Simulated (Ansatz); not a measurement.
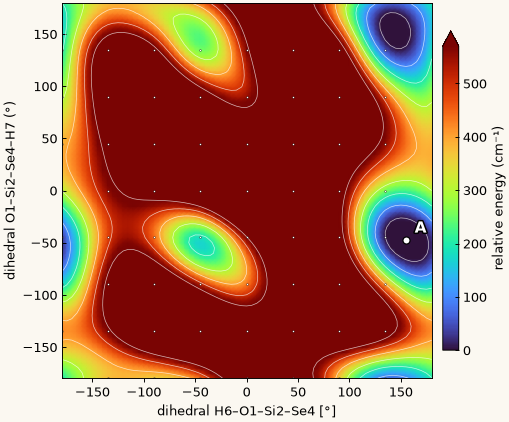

BrFH₂OSeSi, SMILES O[Si](F)([SeH])Br. 
- First axis: dihedral H6–O1–Si2–Se4. Second axis: dihedral O1–Si2–Se4–H7.
- Nothing is relaxed (all other coordinates rigid).
- The grid has 8 × 8 points.
- Energies are in cm⁻¹, from the lowest grid point.
- All numbers below come from RKS PBE-D4/def2-SVP (Ansatz 0.2.0).

Drawn: a smooth colour map with a few white contour lines, dots at the grid points, one colour for all values above the top of the scale, the well A. Between grid points the surface is interpolated.

### Where is the minimum, and how stiff is the well along each coordinate? Take the well at A.

The interpolated minimum is at dihedral H6–O1–Si2–Se4 ≈ 155°, dihedral O1–Si2–Se4–H7 ≈ −47°. The curvatures there are about 0.16 eV/rad² and 0.17 eV/rad², with a cross term of about 0.045 eV/rad². Round the minimum the valley is somewhat tilted: raising dihedral H6–O1–Si2–Se4 shifts the best value of dihedral O1–Si2–Se4–H7 downwards (coupling k₁₂/√(k₁₁k₂₂) about 0.3). (1 eV is 8066 cm⁻¹.)
